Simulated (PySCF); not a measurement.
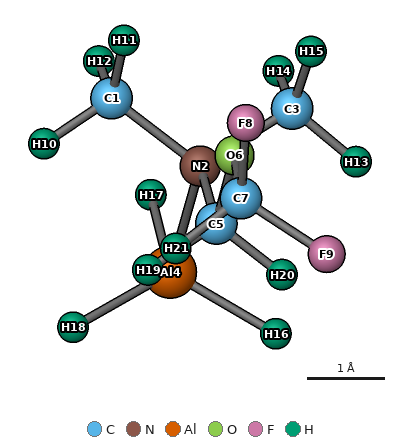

The structure (ball-and-stick view, seen at an oblique angle; atoms are numbered from 1 in the order of the input). Sticks mark near contacts. Bond lengths as drawn: Al–H 1.60 to 1.61 Å, Al–N 2.10 Å, C–F 1.33 to 1.35 Å, C–H 1.10 to 1.11 Å, C–N 1.45 to 1.47 Å and C–O 1.36 to 1.41 Å.

# Two runs on C4H12AlF2NO

System: C4H12AlF2NO, SMILES C[N+](C)([AlH3-])COC(F)F.
Method of the first run: GIAO PBE0/pcSseg-1 NMR shielding, non-relativistic, IEF-PCM chloroform (PySCF 2.14.0).

The geometry comes from this level: PBE0-D3(BJ)/def2-SVP. Text and figures count atoms from 1; the logs count them from 0 in places.

### Input, the first run
```
{"job": {"kind": "nmr", "xc": "PBE0", "basis": "pcSseg-1", "solvent": "chloroform", "pop": true}, "charge": 0, "multiplicity": 1}
C     -1.008278     1.305062    -0.546165
N     -0.663610    -0.047410    -0.076608
C     -0.862558    -1.043184    -1.144522
Al    -1.948162    -0.531790     1.508306
C      0.686953    -0.099206     0.446329
O      1.590058     0.250675    -0.576389
C      2.885635     0.372679    -0.194385
F      3.559572     0.857229    -1.231513
F      3.399119    -0.834187     0.119188
H     -0.884038     2.017058     0.281377
H     -0.366623     1.602648    -1.388938
H     -2.061125     1.313117    -0.856524
H     -0.637581    -2.043483    -0.750717
H     -1.914551    -1.019257    -1.457634
H     -0.210637    -0.830264    -2.004982
H     -1.427912    -2.020779     1.815769
H     -3.354423    -0.363855     0.754246
H     -1.509854     0.618760     2.544115
H      0.762727     0.605638     1.294057
H      0.883821    -1.120555     0.809992
H      3.016015     1.035433     0.683937
```

The first line tells a small driver script what to run in PySCF; the rest is the geometry in Å.

Launched with:
```bash
OMP_NUM_THREADS=1 python <driver script> task.json out
```

Hardware: 1 CPU thread, shared host.

### Output (the first run)
```
coarse grid: 17728 points
cycle   1  E = -730.8477679515  dE =  9.772e-01  |g| = 8.504e-01  |ddm| = 3.761e+00
cycle   2  E = -730.7652016779  dE =  8.257e-02  |g| = 1.149e+00  |ddm| = 9.664e-01
cycle   3  E = -730.9719851189  dE = -2.068e-01  |g| = 5.246e-02  |ddm| = 5.510e-01
cycle   4  E = -730.9723849003  dE = -3.998e-04  |g| = 2.576e-02  |ddm| = 5.525e-02
cycle   5  E = -730.9725046053  dE = -1.197e-04  |g| = 9.625e-03  |ddm| = 2.346e-02
cycle   6  E = -730.9725193660  dE = -1.476e-05  |g| = 2.261e-03  |ddm| = 6.206e-03
cycle   7  E = -730.9725202252  dE = -8.592e-07  |g| = 4.198e-04  |ddm| = 1.516e-03
final grid: 166600 points
cycle   8  E = -731.0472896851  dE = -5.785e-05  |g| = 1.086e-02  |ddm| = 2.921e-02
cycle   9  E = -731.0472776255  dE =  1.206e-05  |g| = 1.378e-02  |ddm| = 1.465e-02
cycle  10  E = -731.0473134470  dE = -3.582e-05  |g| = 1.274e-03  |ddm| = 8.101e-03
cycle  11  E = -731.0473137463  dE = -2.993e-07  |g| = 2.611e-04  |ddm| = 9.074e-04
cycle  12  E = -731.0473137568  dE = -1.050e-08  |g| = 1.060e-04  |ddm| = 1.984e-04
cycle  13  E = -731.0473137584  dE = -1.535e-09  |g| = 2.376e-05  |ddm| = 6.591e-05
cycle  14  E = -731.0473137585  dE = -8.959e-11  |g| = 5.383e-06  |ddm| = 1.657e-05
converged SCF energy = -731.0473137585

GIAO shielding tensors (ppm)
atom      isotropic    diamagn.    paramagn.     s11        s22        s33       span
  0 C      143.167     249.171    -106.004    114.826    129.713    184.962     70.135
  1 N      209.840     321.210    -111.371    194.096    204.379    231.044     36.947
  2 C      142.361     249.049    -106.687    113.196    128.868    185.020     71.824
  3 Al     413.880     795.656    -381.776    399.184    402.076    440.379     41.194
  4 C      102.231     248.050    -145.820     82.406     99.604    124.682     42.276
  5 O      224.866     404.184    -179.318    158.306    212.813    303.479    145.173
  6 C       64.472     238.116    -173.645     47.094     69.175     77.146     30.052
  7 F      284.257     467.836    -183.579    198.293    306.537    347.941    149.648
  8 F      276.070     472.245    -196.174    209.725    261.372    357.113    147.388
  9 H       28.717      30.908      -2.191     24.919     26.009     35.223     10.305
 10 H       28.349      30.994      -2.645     23.483     27.796     33.766     10.282
 11 H       28.563      30.625      -2.062     24.417     26.582     34.689     10.271
 12 H       28.625      30.806      -2.181     24.918     25.965     34.992     10.074
 13 H       28.588      30.494      -1.905     24.468     26.552     34.745     10.277
 14 H       28.337      30.883      -2.547     23.561     27.657     33.791     10.230
 15 H       27.601      30.836      -3.235     24.243     26.779     31.781      7.537
 16 H       27.571      30.798      -3.226     24.394     26.583     31.738      7.344
 17 H       27.611      30.873      -3.263     24.267     26.773     31.792      7.526
 18 H       26.771      32.834      -6.064     21.680     28.278     30.354      8.673
 19 H       26.716      32.566      -5.849     20.885     29.188     30.076      9.191
 20 H       25.106      26.901      -1.794     22.439     23.630     29.251      6.813
```

The input of the second run differs as follows (lines with − go, lines with + come):
```diff
-"solvent": "chloroform"
-"pop": true
+"solvent": "dichloromethane"
+"pop": false
```

Predict how the results change.

The total energy of the second run is 1.4 kcal/mol lower: the change of the electrostatic solvation energy at this fixed geometry, without cavity or dispersion terms. The dipole moment goes from 3.47 to 3.55 D. Of all shieldings, the largest change is that of Al4, by +1.1 ppm. The number of SCF iterations is the same.

### Output (the second run)
```
coarse grid: 17728 points
cycle   1  E = -730.8505991068  dE =  9.745e-01  |g| = 8.486e-01  |ddm| = 3.761e+00
cycle   2  E = -730.7693837206  dE =  8.122e-02  |g| = 1.144e+00  |ddm| = 9.610e-01
cycle   3  E = -730.9741940848  dE = -2.048e-01  |g| = 5.205e-02  |ddm| = 5.466e-01
cycle   4  E = -730.9745830189  dE = -3.889e-04  |g| = 2.597e-02  |ddm| = 5.474e-02
cycle   5  E = -730.9747047881  dE = -1.218e-04  |g| = 9.544e-03  |ddm| = 2.335e-02
cycle   6  E = -730.9747192638  dE = -1.448e-05  |g| = 2.248e-03  |ddm| = 6.205e-03
cycle   7  E = -730.9747201203  dE = -8.565e-07  |g| = 4.161e-04  |ddm| = 1.548e-03
final grid: 166600 points
cycle   8  E = -731.0494761551  dE = -5.778e-05  |g| = 1.086e-02  |ddm| = 2.916e-02
cycle   9  E = -731.0494642304  dE =  1.192e-05  |g| = 1.376e-02  |ddm| = 1.462e-02
cycle  10  E = -731.0494999242  dE = -3.569e-05  |g| = 1.269e-03  |ddm| = 8.059e-03
cycle  11  E = -731.0495002211  dE = -2.969e-07  |g| = 2.593e-04  |ddm| = 8.986e-04
cycle  12  E = -731.0495002314  dE = -1.036e-08  |g| = 1.056e-04  |ddm| = 1.988e-04
cycle  13  E = -731.0495002330  dE = -1.527e-09  |g| = 2.370e-05  |ddm| = 6.636e-05
cycle  14  E = -731.0495002330  dE = -9.368e-11  |g| = 5.368e-06  |ddm| = 1.667e-05
converged SCF energy = -731.0495002330

GIAO shielding tensors (ppm)
atom      isotropic    diamagn.    paramagn.     s11        s22        s33       span
  0 C      143.230     249.149    -105.918    114.878    129.812    185.001     70.123
  1 N      209.794     321.154    -111.360    194.222    204.283    230.877     36.655
  2 C      142.407     249.038    -106.631    113.169    128.982    185.070     71.901
  3 Al     414.969     795.631    -380.662    400.732    403.606    440.569     39.837
  4 C      102.285     248.028    -145.743     82.554     99.632    124.670     42.116
  5 O      225.392     404.214    -178.822    158.550    213.480    304.145    145.595
  6 C       64.410     238.112    -173.702     47.249     69.067     76.914     29.666
  7 F      285.302     467.934    -182.632    199.183    308.074    348.647    149.464
  8 F      277.078     472.333    -195.255    210.505    263.088    357.642    147.138
  9 H       28.694      30.879      -2.184     24.897     25.980     35.205     10.308
 10 H       28.325      30.965      -2.640     23.457     27.774     33.745     10.289
 11 H       28.561      30.606      -2.045     24.411     26.579     34.692     10.281
 12 H       28.620      30.797      -2.177     24.914     25.960     34.986     10.072
 13 H       28.580      30.470      -1.890     24.458     26.541     34.741     10.282
 14 H       28.315      30.860      -2.544     23.542     27.636     33.768     10.226
 15 H       27.652      30.918      -3.265     24.303     26.833     31.821      7.517
 16 H       27.626      30.876      -3.250     24.458     26.639     31.780      7.322
 17 H       27.655      30.944      -3.290     24.319     26.818     31.827      7.508
 18 H       26.719      32.771      -6.052     21.616     28.240     30.303      8.687
 19 H       26.705      32.553      -5.848     20.865     29.190     30.061      9.196
 20 H       25.049      26.811      -1.762     22.357     23.582     29.209      6.853
```

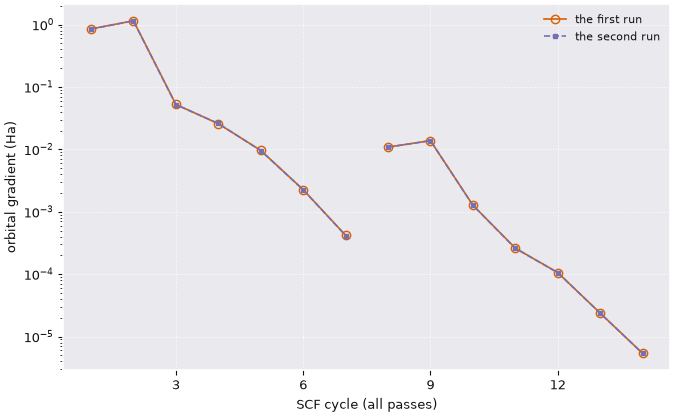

Convergence of the two runs: orbital gradient against the SCF cycle. A break in a curve parts two SCF passes (coarse and final grid). The first run takes 14 cycles in all, and the second run takes 14.

### The two runs side by side

| quantity | the first run | the second run |
| --- | --- | --- |
| outcome | converged | converged |
| total energy (hartree) | −731.047314 | −731.049500 |
| HOMO (eV) | −7.88 | −7.93 |
| LUMO (eV) | 0.42 | 0.41 |
| dipole moment (D) | 3.47 | 3.55 |
| shielding of C1 (ppm) | 143.2 | 143.2 |
| shielding of Al4 (ppm) | 413.9 | 415.0 |
| shielding of O6 (ppm) | 224.9 | 225.4 |
| shielding of C7 (ppm) | 64.5 | 64.4 |
| shielding of F8 (ppm) | 284.3 | 285.3 |
| shielding of F9 (ppm) | 276.1 | 277.1 |
| shielding of H21 (ppm) | 25.1 | 25.0 |
| SCF iterations | 14 | 14 |
| basis functions | 220 | 220 |
| wall time (shared host) | 44 s | 41 s |
